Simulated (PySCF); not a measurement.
Ge(I)2, SMILES [I][Ge][I] at its CAM-B3LYP/def2-SVP optimised geometry (Å):

```
3

Ge    -0.9911    -1.2474     0.0000
I     -1.5700     1.2474     0.0000
I      1.5700    -1.2474     0.0000
```

Level of theory: PySCF with CAM-B3LYP/def2-TZVP, def2 effective core potentials past Kr. The core electrons that the potentials of I replace are not part of the density. Cells within 0.4 Å of a nucleus heavier than hydrogen are left out (blank, or x).

Map of the HOMO−1 amplitude (bohr^(-3/2)) on the plane z = 0.0 Å; orbital energy -8.66 eV, overall sign arbitrary:

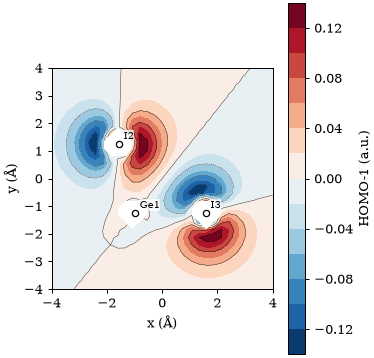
*HOMO−1 amplitude (bohr^(-3/2)) on the plane z = 0.0 Å.*
